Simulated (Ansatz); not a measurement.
# RuS: relaxing a made-up structure

This structure for RuS is made up. Its elements were placed in a known structure type with a cell scaled to their sizes. What cell does the guess relax to, and how far off was it?

Calculated with Ansatz 0.2.0; DFT, r2SCAN, plane-wave PAW, files of the set soft_1, scalar-relativistic, no spin, cell and ions relaxed at zero pressure; PAW set soft_1.

## (1) Set-up

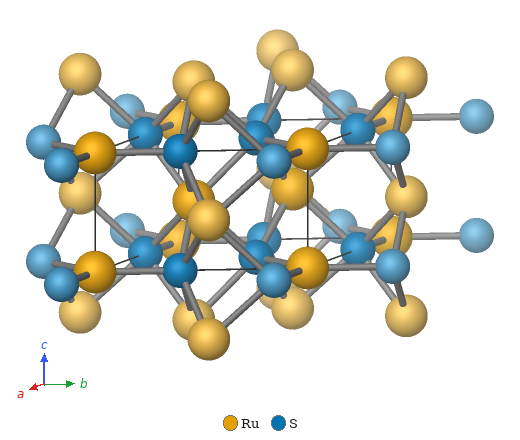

Start, viewed slightly off an axis; ruthenium orange, sulfur blue. Some periodic images of atoms are drawn too.

## (2) Relaxing cell and atoms

The guessed cell has no reason to be at equilibrium. It is relaxed with the atoms, within the space group of the guess.

The input, input.yaml:

```yaml
crystal:
  lattice:
    - [6.016, 0.0, 0.0]
    - [-3.008, 5.210008829, 0.0]
    - [0.0, 0.0, 3.388]
  atoms:
    - { symbol: Ru, position: [0.0, 0.0, 0.0] }
    - { symbol: Ru, position: [0.333333333, 0.666666667, 0.5] }
    - { symbol: Ru, position: [0.666666667, 0.333333333, 0.5] }
    - { symbol: S, position: [0.0, 0.4001, 0.0] }
    - { symbol: S, position: [0.4001, 0.0, 0.0] }
    - { symbol: S, position: [0.5999, 0.5999, 0.0] }
kpoints:
  mp_grid: { grid: [5, 5, 8] }
scf:
  occupations: { method: fermi_dirac, width: 0.05 }
hamiltonian:
  xc: r2scan
  pseudopotentials: { kind: paw, azcp: { folder: soft_1 } }
relax:
  f_tol: 0.015
  max_steps: 70
  cell: {}
output:
  forces: true
  stress: true
```

Launch:

```sh
$ ansatz run input.yaml --threads 4 --pin off --max-ram 10240MiB --backend cpu --events-out ev --progress --plain --runs-dir out
```

Numbers of over 12 decimals in the logs are rounded to 6 here.

Output:

```text
Engine: ansatz 0.2.0, x86_64-unknown-linux-gnu
Pseudopotentials: kind: paw
Pseudopotential: Ru, paw, valence charge 16, recommended cutoff 500 eV (meta_gga), soft_1/Ru.paw.azcp
Pseudopotential: S, paw, valence charge 6, recommended cutoff 500 eV (meta_gga), soft_1/S.paw.azcp
Functional definition: r2SCAN
  parameter k0 = 0.174
  parameter k1 = 0.065
  parameter a1 = 4.9479
  exchange = r2scan_x(k0 = k0, k1 = k1, a1 = a1)
  correlation = r2scan_c
Crystal: 6 atoms, lattice volume = 106.191 Å³
Basis set: ecut = 500 eV, 2713 PW (Γ), exchange–correlation on 180×180×100 points (64 copies of the dense FFT grid, shifted against one another)
Bands: 40, of which v1, the nominal top of the filled ones, is band 33 counted from 1 (32 counted from 0)
Symmetry: 12 space group operations
Space group: P-62m (ITA 189), of the structure as read, at distance tolerance 4.7e-5 Å
k-points: 25 of 200 (time reversal used)
Non-local potential: Ru, projectors of the file, l = 0: 3, l = 1: 2, l = 2: 2, l = 3: 1
Non-local potential: S, projectors of the file, l = 0: 2, l = 1: 2, l = 2: 1
PAW form: soft (Blöchl's): semilocal exchange-correlation on the pseudo side does not see the compensation charge
PAW frozen core: Ru, regenerated for the run's functional (the file was generated under x = pbe(κ = 0.804, μ = 0.219515), c = pbe(β = 0.066725))
PAW frozen core: S, regenerated for the run's functional (the file was generated under x = pbe(κ = 0.804, μ = 0.219515), c = pbe(β = 0.066725))
PAW one-centre angular grid: Ru, 590 points (default); XC on 160 Gauss nodes
PAW one-centre angular grid: S, 302 points (default); XC on 160 Gauss nodes
Initial density: superposition of atomic densities (chi_scale 0.1, normalization cell, long waves kept (reshape's long-wave potential 0.01 eV rms))
Initial wavefunctions: pseudopotential atomic-orbital guess
Functional: x = r2scan, c = r2scan; τ floored in thin density (d = 2e-4 eV/Å³)
SCF iter   1: F=—  HF=-20387.245993 eV  |F-HF|=—  |Δ(HF+E_count)|=         —  Δρ=5.36e-2  dr2=2.69e0  dr2_τ=1.30e-1  ethr=3.10e-3  ⟨swp⟩=7.1  Hψ=4289  notcnv=0
preconditioner: auto → Kerker (q_TF=auto, 2.520 Å⁻¹)  [metal: Δε(μ)=0.017 eV  Ē_g=6.463 eV  σ=0.050 eV  W_gap=0.09  n_scr=32 (ndim 8)  ℏωp=23.4 eV  f_vac=0.000  D(μ)=9.63/eV (n_scr^D=112)]
SCF iter   2: F=—  HF=-20387.324533 eV  |F-HF|=—  |Δ(HF+E_count)|=   7.85e-2  Δρ=4.75e-2  dr2=4.14e0  dr2_τ=3.51e-1  ethr=3.10e-3  ⟨swp⟩=2.1  Hψ=1624  notcnv=0  defer=2
SCF iter   3: F=—  HF=-20387.293441 eV  |F-HF|=—  |Δ(HF+E_count)|=   3.11e-2  Δρ=3.62e-2  dr2=2.65e0  dr2_τ=2.01e-1  ethr=3.10e-3  ⟨swp⟩=2.1  Hψ=1343  notcnv=0  defer=2
SCF iter   4: F=—  HF=-20387.212935 eV  |F-HF|=—  |Δ(HF+E_count)|=   8.05e-2  Δρ=1.62e-2  dr2=3.80e-1  dr2_τ=5.40e-3  ethr=3.10e-3  ⟨swp⟩=1.0  Hψ=1200  notcnv=0  defer=3
SCF iter   5: F=—  HF=-20387.212301 eV  |F-HF|=—  |Δ(HF+E_count)|=   6.34e-4  Δρ=2.69e-3  dr2=1.32e-2  dr2_τ=2.27e-4  ethr=5.76e-4  ⟨swp⟩=2.0  Hψ=1125  notcnv=0  defer=4
SCF iter   6: F=—  HF=-20387.213503 eV  |F-HF|=—  |Δ(HF+E_count)|=   1.20e-3  Δρ=1.06e-3  dr2=2.24e-3  dr2_τ=9.56e-5  ethr=2.00e-5  ⟨swp⟩=2.1  Hψ=1210  notcnv=0  defer=4
SCF iter   7: F=—  HF=-20387.213624 eV  |F-HF|=—  |Δ(HF+E_count)|=   1.21e-4  Δρ=4.33e-4  dr2=3.81e-4  dr2_τ=1.28e-5  ethr=3.39e-6  ⟨swp⟩=1.7  Hψ=1170  notcnv=0  defer=4
SCF iter   8: F=—  HF=-20387.213649 eV  |F-HF|=—  |Δ(HF+E_count)|=   2.58e-5  Δρ=1.03e-4  dr2=2.37e-5  dr2_τ=9.83e-7  ethr=5.78e-7  ⟨swp⟩=1.5  Hψ=1040  notcnv=0  defer=4
SCF iter   9: F=—  HF=-20387.213651 eV  |F-HF|=—  |Δ(HF+E_count)|=   1.99e-6  Δρ=4.22e-5  dr2=3.98e-6  dr2_τ=2.58e-7  ethr=3.60e-8  ⟨swp⟩=2.0  Hψ=1424  notcnv=0  defer=4
SCF iter  10: F=—  HF=-20387.213652 eV  |F-HF|=—  |Δ(HF+E_count)|=   1.11e-7  Δρ=1.63e-5  dr2=7.69e-7  dr2_τ=2.82e-8  ethr=6.03e-9  ⟨swp⟩=1.2  Hψ=1001  notcnv=0  defer=4
SCF iter  11: F=-20387.213651 eV  HF=-20387.213652 eV  |F-HF|=6.04e-8  |Δ(HF+E_count)|=   1.07e-8  Δρ=5.18e-6  dr2=7.69e-8  dr2_τ=3.78e-9  ethr=1.52e-10  ⟨swp⟩=3.9  Hψ=3815  notcnv=0
SCF 1 converged in 11 iterations: F = -20387.213651 eV  dr2 = 7.69e-8
  greatest PAW one-centre occupation: 0.999 electrons in one spin orbital (limit 2), on the Ru atom at site 2 (counted from 0), in its partial waves of l = 0
relax step   1: F+E_penalty+E_count = -20387.21365145 eV  Δ(F+E_penalty+E_count) = +0.000e0 eV  max|allowed force component| = 1.711e0 eV/Å  Δτ_max = 0.0000 Å  P = -14.202 GPa  Ω = 106.191 Å³  (11 SCF iters, dr2 threshold 1.00e-7 eV, accepted)
Crystal: 6 atoms, lattice volume = 98.079 Å³
Basis set: ecut = 500 eV, 2483 PW (Γ), exchange–correlation on 180×180×100 points (64 copies of the dense FFT grid, shifted against one another)
Initial density: handed on by an earlier stage of this run
Initial wavefunctions: those handed on with the density
iter 1 solved again at ethr=6.39e-5 eV; its pass at ethr=3.10e-3 eV (dr2=4.22e-2 eV) is discarded
SCF iter   1: F=—  HF=-20387.706651 eV  |F-HF|=—  |Δ(HF+E_count)|=         —  Δρ=9.62e-3  dr2=4.48e-2  dr2_τ=4.87e-1  ethr=6.39e-5  ⟨swp⟩=2.1  Hψ=5452  notcnv=0
preconditioner: auto → Kerker (q_TF=auto, 2.554 Å⁻¹)  [metal: Δε(μ)=0.024 eV  Ē_g=6.994 eV  σ=0.050 eV  W_gap=0.12  n_scr=32 (ndim 8)  ℏωp=24.3 eV  f_vac=0.000  D(μ)=8.16/eV (n_scr^D=98)]
SCF iter   2: F=—  HF=-20388.239045 eV  |F-HF|=—  |Δ(HF+E_count)|=   5.32e-1  Δρ=4.48e-3  dr2=9.75e-3  dr2_τ=1.43e-3  ethr=6.39e-5  ⟨swp⟩=2.1  Hψ=2003  notcnv=0
SCF iter   3: F=—  HF=-20388.242231 eV  |F-HF|=—  |Δ(HF+E_count)|=   3.19e-3  Δρ=2.14e-3  dr2=2.42e-3  dr2_τ=2.00e-4  ethr=1.48e-5  ⟨swp⟩=1.0  Hψ=1000  notcnv=0
SCF iter   4: F=—  HF=-20388.243567 eV  |F-HF|=—  |Δ(HF+E_count)|=   1.34e-3  Δρ=1.20e-3  dr2=3.67e-3  dr2_τ=2.24e-4  ethr=3.67e-6  ⟨swp⟩=2.0  Hψ=1667  notcnv=0
SCF iter   5: F=—  HF=-20388.243402 eV  |F-HF|=—  |Δ(HF+E_count)|=   1.65e-4  Δρ=4.30e-4  dr2=2.45e-4  dr2_τ=2.18e-5  ethr=3.67e-6  ⟨swp⟩=1.1  Hψ=1006  notcnv=0
SCF iter   6: F=—  HF=-20388.243431 eV  |F-HF|=—  |Δ(HF+E_count)|=   2.84e-5  Δρ=1.50e-4  dr2=3.06e-5  dr2_τ=3.13e-6  ethr=3.72e-7  ⟨swp⟩=2.1  Hψ=1538  notcnv=0
SCF iter   7: F=—  HF=-20388.243438 eV  |F-HF|=—  |Δ(HF+E_count)|=   6.98e-6  Δρ=5.33e-5  dr2=6.39e-6  dr2_τ=2.11e-7  ethr=4.63e-8  ⟨swp⟩=2.8  Hψ=1625  notcnv=0
SCF iter   8: F=—  HF=-20388.243438 eV  |F-HF|=—  |Δ(HF+E_count)|=   6.84e-7  Δρ=1.93e-5  dr2=1.08e-6  dr2_τ=2.79e-8  ethr=9.68e-9  ⟨swp⟩=1.8  Hψ=1104  notcnv=0
SCF iter   9: F=-20388.243438 eV  HF=-20388.243438 eV  |F-HF|=2.56e-8  |Δ(HF+E_count)|=   3.15e-8  Δρ=4.66e-6  dr2=4.28e-8  dr2_τ=1.46e-9  ethr=9.09e-10  ⟨swp⟩=4.2  Hψ=3232  notcnv=0
SCF 2 converged in 9 iterations: F = -20388.243438 eV  dr2 = 4.28e-8
[...]
SCF iter   2: F=—  HF=-20388.674587 eV  |F-HF|=—  |Δ(HF+E_count)|=   3.03e-1  Δρ=9.39e-3  dr2=5.40e-2  dr2_τ=6.82e-3  ethr=1.96e-4  ⟨swp⟩=2.0  Hψ=1925  notcnv=0
SCF iter   3: F=—  HF=-20388.683358 eV  |F-HF|=—  |Δ(HF+E_count)|=   8.77e-3  Δρ=8.04e-3  dr2=1.24e-1  dr2_τ=9.79e-3  ethr=8.18e-5  ⟨swp⟩=2.2  Hψ=1528  notcnv=0
SCF iter   4: F=—  HF=-20388.678913 eV  |F-HF|=—  |Δ(HF+E_count)|=   4.45e-3  Δρ=1.67e-3  dr2=1.44e-3  dr2_τ=2.21e-4  ethr=8.18e-5  ⟨swp⟩=1.1  Hψ=1039  notcnv=0
SCF iter   5: F=—  HF=-20388.679365 eV  |F-HF|=—  |Δ(HF+E_count)|=   4.52e-4  Δρ=5.43e-4  dr2=3.26e-4  dr2_τ=2.60e-5  ethr=2.19e-6  ⟨swp⟩=2.1  Hψ=1459  notcnv=0
SCF iter   6: F=—  HF=-20388.679468 eV  |F-HF|=—  |Δ(HF+E_count)|=   1.03e-4  Δρ=1.64e-4  dr2=3.59e-5  dr2_τ=1.08e-6  ethr=4.93e-7  ⟨swp⟩=2.4  Hψ=1488  notcnv=0
SCF iter   7: F=—  HF=-20388.679481 eV  |F-HF|=—  |Δ(HF+E_count)|=   1.34e-5  Δρ=4.84e-5  dr2=2.02e-6  dr2_τ=3.09e-7  ethr=5.45e-8  ⟨swp⟩=2.0  Hψ=1410  notcnv=0
SCF iter   8: F=-20388.679482 eV  HF=-20388.679482 eV  |F-HF|=2.98e-8  |Δ(HF+E_count)|=   5.24e-7  Δρ=1.49e-5  dr2=2.20e-7  dr2_τ=2.05e-8  ethr=9.09e-10  ⟨swp⟩=5.0  Hψ=3622  notcnv=0
SCF 3 converged in 8 iterations: F = -20388.679482 eV  dr2 = 2.20e-7
relax step   3: F+E_penalty+E_count = -20388.67948192 eV  Δ(F+E_penalty+E_count) = -4.360e-1 eV  max|allowed force component| = 1.547e-1 eV/Å  Δτ_max = 0.1110 Å  P = +0.161 GPa  Ω = 94.622 Å³  energy of the carried Pulay correction = +2.671e-3 eV  (8 SCF iters, dr2 threshold 6.00e-7 eV, accepted)
[...]
relax step   4: F+E_penalty+E_count = -20388.83445007 eV  Δ(F+E_penalty+E_count) = -1.550e-1 eV  max|allowed force component| = 5.821e-2 eV/Å  Δτ_max = 0.0318 Å  P = +0.585 GPa  Ω = 93.721 Å³  energy of the carried Pulay correction = +2.893e-3 eV  (8 SCF iters, dr2 threshold 6.00e-7 eV, accepted)
[...]
relax step   5: F+E_penalty+E_count = -20388.83638754 eV  Δ(F+E_penalty+E_count) = -1.937e-3 eV  max|allowed force component| = 4.835e-2 eV/Å  Δτ_max = 0.0092 Å  P = -0.172 GPa  Ω = 94.159 Å³  energy of the carried Pulay correction = +2.785e-3 eV  (7 SCF iters, dr2 threshold 6.00e-7 eV, accepted)
[...]
relax step   6: F+E_penalty+E_count = -20388.83695260 eV  Δ(F+E_penalty+E_count) = -5.651e-4 eV  max|allowed force component| = 1.160e-2 eV/Å  Δτ_max = 0.0044 Å  P = -0.031 GPa  Ω = 94.085 Å³  energy of the carried Pulay correction = +2.803e-3 eV  (6 SCF iters, dr2 threshold 4.71e-7 eV, accepted)
Basis set: ecut = 500 eV, 2411 PW (Γ), exchange–correlation on 180×180×96 points (64 copies of the dense FFT grid, shifted against one another)
Initial wavefunctions: pseudopotential atomic-orbital guess (no wavefunctions were taken with the density)
iter 1 solved again at ethr=1.62e-7 eV; its pass at ethr=3.10e-3 eV (dr2=1.07e-4 eV) is discarded
SCF iter   1: F=—  HF=-20388.834466 eV  |F-HF|=—  |Δ(HF+E_count)|=         —  Δρ=4.32e-4  dr2=6.28e-6  dr2_τ=4.60e-5  ethr=1.62e-7  ⟨swp⟩=4.1  Hψ=7468  notcnv=0
preconditioner: auto → Kerker (q_TF=auto, 2.572 Å⁻¹)  [metal: Δε(μ)=0.012 eV  Ē_g=7.301 eV  σ=0.050 eV  W_gap=0.06  n_scr=32 (ndim 8)  ℏωp=24.8 eV  f_vac=0.000  D(μ)=7.18/eV (n_scr^D=74)]
SCF iter   2: F=—  HF=-20388.835109 eV  |F-HF|=—  |Δ(HF+E_count)|=   6.43e-4  Δρ=2.19e-4  dr2=1.61e-6  dr2_τ=1.78e-5  ethr=9.51e-9  ⟨swp⟩=2.0  Hψ=1628  notcnv=0
SCF iter   3: F=—  HF=-20388.835343 eV  |F-HF|=—  |Δ(HF+E_count)|=   2.34e-4  Δρ=1.73e-5  dr2=1.92e-7  dr2_τ=7.18e-8  ethr=2.44e-9  ⟨swp⟩=2.0  Hψ=1779  notcnv=0
SCF iter   4: F=—  HF=-20388.835344 eV  |F-HF|=—  |Δ(HF+E_count)|=   9.33e-7  Δρ=1.51e-5  dr2=4.45e-7  dr2_τ=3.29e-8  ethr=2.91e-10  ⟨swp⟩=2.0  Hψ=1489  notcnv=0  recentre
SCF iter   5: F=—  HF=-20388.835344 eV  |F-HF|=—  |Δ(HF+E_count)|=   7.10e-9  Δρ=4.06e-6  dr2=1.89e-8  dr2_τ=2.92e-9  ethr=2.91e-10  ⟨swp⟩=2.2  Hψ=1346  notcnv=0
SCF iter   6: F=—  HF=-20388.835344 eV  |F-HF|=—  |Δ(HF+E_count)|=   1.71e-8  Δρ=1.55e-6  dr2=3.30e-9  dr2_τ=3.73e-10  ethr=2.86e-11  ⟨swp⟩=2.2  Hψ=1241  notcnv=0
SCF iter   7: F=—  HF=-20388.835344 eV  |F-HF|=—  |Δ(HF+E_count)|=   1.87e-9  Δρ=5.26e-7  dr2=3.45e-10  dr2_τ=3.98e-11  ethr=5.00e-12  ⟨swp⟩=2.0  Hψ=1375  notcnv=0
SCF iter   8: F=-20388.835344 eV  HF=-20388.835344 eV  |F-HF|=1.46e-11  |Δ(HF+E_count)|=  3.20e-10  Δρ=1.21e-7  dr2=2.66e-11  dr2_τ=1.59e-12  ethr=1.00e-12  ⟨swp⟩=3.4  Hψ=3947  notcnv=0
SCF 7 converged in 8 iterations: F = -20388.835344 eV  dr2 = 2.66e-11
relax step   7: F+E_penalty+E_count = -20388.83534382 eV  Δ(F+E_penalty+E_count) = +1.609e-3 eV  max|allowed force component| = 1.154e-2 eV/Å  Δτ_max = 0.0000 Å  P = -0.036 GPa  Ω = 94.085 Å³  stress off target by 4.89e-2 GPa  SCF on the basis re-selected at this cell (its energy is not comparable with the rows above)  (8 SCF iters)
basis re-selected at this cell: Δ(F+E_penalty+E_count) = +1.609e-3 eV, ΔP = -0.005 GPa vs the last step (what re-selecting the basis moved, of the pressure what is left beyond the Pulay correction that the steps carried, after the strain that the cell walked since its last selection, with what the two solves' SCF thresholds leave and, on support functions, any second-order correction that the steps lacked; it is no measure of the basis error at this ecutwfc). The dense FFT grid was sized anew with the basis: this SCF ran on 45×45×24 points, the steps before it on 45×45×25, so part of this shift can come from that change (see relax.cell in the input reference). [rest of the remark cut]
SCF converged after 8 iterations
Free energy (F): -20388.835344 eV
Harris-Foulkes:  -20388.835344 eV  (|F-HF|=1.46e-11)
Internal energy: -20388.777243 eV  (E = F + TS)
E sigma→0 (E₀):  -20388.806293 eV
Entropy (-TS):   -0.058101 eV (-9.683 meV/atom)
Fermi energy:    14.839786 eV
--- Per-component energies (eV) ---
  E_band       = -492.763246
  E_kinetic    = 1707.795677
  E_local      = -5776.513561  (includes V_loc(G=0)·N_el)
  E_nonlocal   = 1355.213378
  E_hartree    = 2032.688077
  E_xc         = -741.416885
  E_vxc        = -984.124382  (∫ρ·V_xc dr)
  E_paw        = -12417.825130  (= ΣΔE_a)
  E_vpaw       = -925.032568  (= ΣTr[D̂ρ^β])
  E_aug_tail   = 0.001877  (compensation charges beyond the density's cutoff)
  E_vtau       = 64.520307  (kinetic-family band-sum trace: ∫τ·v_τ [+ j·A + Jᵃ·Aᵃ] dr)
  E_ewald      = -6547.458519
  E_core_change = -1.262157  (= ΣΔE_core)
  E_smearing   = -0.058101  (= −TS)
  E_closure    = -0.000000  (closes the sum)
  Σ components = -20388.835344   (vs F -20388.835344, Δ=0.00e0)
--- Forces (eV/Å), atoms counted from 1 ---
  atom   1  Ru    -0.00000000    -0.00000000     0.00000000
  atom   2  Ru    -0.00000000     0.00000000     0.00000000
  atom   3  Ru    -0.00000000    -0.00000000     0.00000000
  atom   4  S     -0.00576818     0.00999078     0.00000000
  atom   5  S      0.01153636     0.00000000     0.00000000
  atom   6  S     -0.00576818    -0.00999078     0.00000000
  max |Σ_I F_I| component: 1.41e-16 eV/Å
--- Stress (GPa, compression-positive) ---
       -0.029242      -0.000000       0.000000
       -0.000000      -0.029242       0.000000
        0.000000       0.000000      -0.048886
  P = ⅓ Tr σ = -0.0358 GPa (-0.358 kbar)
--- Relaxed structure (6 steps of the walk, 6 accepted, 1 SCFs on fresh bases) ---
  F+E_penalty+E_count = -20388.83534382 eV   max|allowed force component| = 1.154e-2 eV/Å   (the final SCF, on the basis selected at the relaxed cell)
  cell:  # Å, volume = 94.0847 Å³
    - [6.108861, 0, 0.0]
    - [-3.054430, 5.290429, 0.0]
    - [0.0, 0.0, 2.911173]
  atoms:
    - { symbol: Ru, position: [7.721570272245103e-19, 0, 0.0] }
    - { symbol: Ru, position: [0.333333, 0.666667, 0.500000] }
    - { symbol: Ru, position: [0.666667, 0.333333, 0.500000] }
    - { symbol: S, position: [5.551115123125783e-17, 0.359916, 0.0] }
    - { symbol: S, position: [0.359916, 0, 0.0] }
    - { symbol: S, position: [0.640084, 0.640084, 0.0] }
```

Elapsed: 33 s, on 4 threads of AMD EPYC 7R32 (Zen 2), shared host; peak memory 0.67 GiB; 2.1 min of CPU time.

Step by step:

```tsv
step	energy less that of the first step (eV)	largest force component (eV/Å)	pressure (GPa)	volume (Å³)
1	0.0000	1.7108	-14.20	106.19
2	-1.0298	0.9878	-5.45	98.08
3	-1.4658	0.1547	0.16	94.62
4	-1.6208	0.0582	0.59	93.72
5	-1.6227	0.0484	-0.17	94.16
6	-1.6233	0.0116	-0.03	94.08
7*	-1.6217	0.0115	-0.04	94.08
```

Relaxation steps marked * repeat the geometry before them on a plane-wave basis chosen anew for their cell, so energy and pressure can jump there.

Forces are held to the 12 operations that the run works with; a distortion that breaks them can't arise in this run.

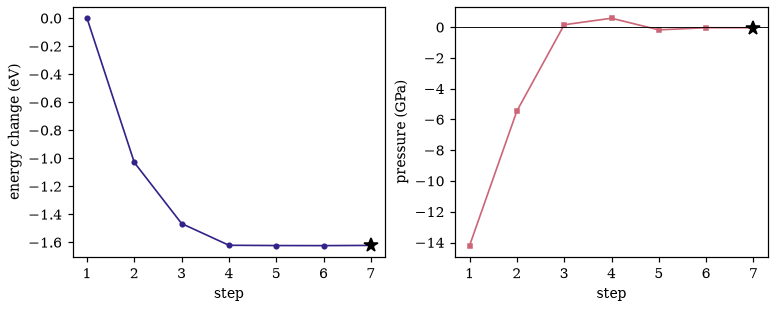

Energy and pressure along the relaxation. Stars mark steps on a basis chosen anew.

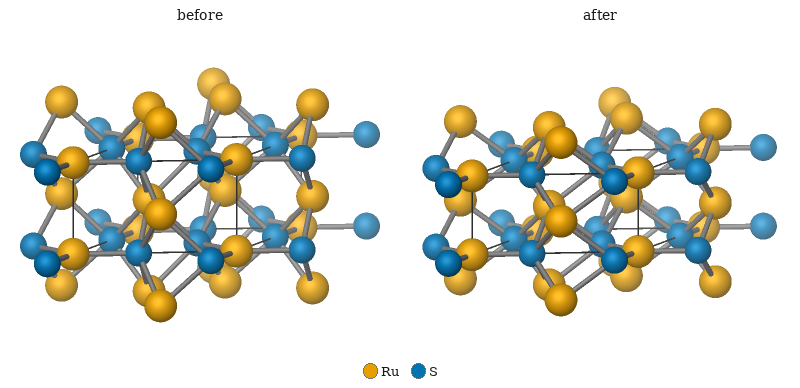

Before and after, at one scale.

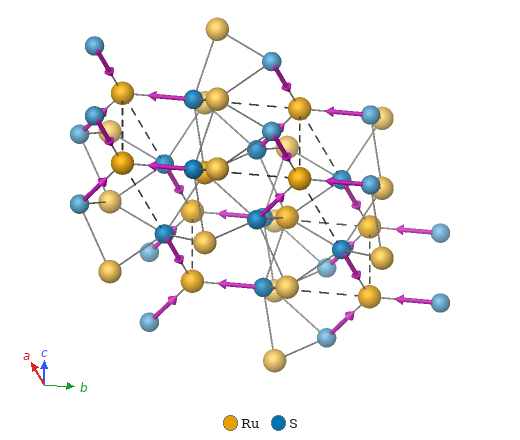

Displacements in the relaxation, exaggerated, measured against the changing cell; the longest in the cell stands for 0.25 Å. Some periodic images of atoms are drawn too.

```tsv
cell as run	before	after	change
a (Å)	6.016	6.109	+1.5 %
b (Å)	6.016	6.109	+1.5 %
c (Å)	3.388	2.911	-14.1 %
volume (Å³/atom)	17.70	15.68	-11.4 %
```

The atoms that moved most (Å, as changes of fractional coordinates times the final cell):

```tsv
atom	dx	dy	dz	length
S5	-0.245	0.000	0.000	0.245
S6	0.123	0.213	0.000	0.245
S4	0.123	-0.213	0.000	0.245
```

Final coordinates:

```
Ru S
1.0
     6.10886    0.00000    0.00000
    -3.05443    5.29043    0.00000
     0.00000    0.00000    2.91117
Ru S
3 3
Direct
  0.00000 0.00000 0.00000
  0.33333 0.66667 0.50000
  0.66667 0.33333 0.50000
  0.00000 0.35992 0.00000
  0.35992 0.00000 0.00000
  0.64008 0.64008 0.00000
```

This step gave:

```yaml
free_energy: -20388.8353 eV
energy_at_zero_smearing: -20388.8063 eV
smearing_term_ts: 0.05810 eV
fermi_energy: 14.84 eV
electrons: 66
symmetry_operations: 12
pressure: -0.03579 GPa
```

The shortest distance of each pair, which need not be the same contact before and after:

```tsv
pair	guess (Å)	relaxed (Å)
Ru–S	2.407	2.199
Ru–Ru	3.388	2.911
S–S	3.183	2.911
```

The relaxation ends with a largest force component of 0.012 eV/Å and a pressure of -0.04 GPa.

## (3) What came out

```json
{"space group, relaxed": "P-62m", "conventional cell": "a = 6.109, b = 6.109, c = 2.911 Å; α = 90.0°, β = 90.0°, γ = 120.0°", "volume per atom": "15.68 Å³ (guess 17.70)"}
```

**Reading.** RuS relaxes to P-62m with a = 6.109, b = 6.109 and c = 2.911 Å. The guessed volume was 13 % too large. The space group P-62m was held in the relaxation, so the end point is a stationary structure within it and may be a saddle against distortions or other arrangements. Mesh and cutoff weren't tested. A vector of the cell changed its length by 14 %, more than the volume shows. No dispersion term is used, so weakly bound directions may come out too long. The runs have no spin, and magnetism wasn't tested. Nothing here tests whether the compound is stable against decomposition.

[Logs are printed without paths, hosts, clocks, repeated set-up lines and the standing remarks that a program may print on its own settings, such as how far it seeks lower states.]

[Hosts, paths, dates, database ids (printed as entryN), source tags and the programs' standing remarks are cut or masked in the printed files.]
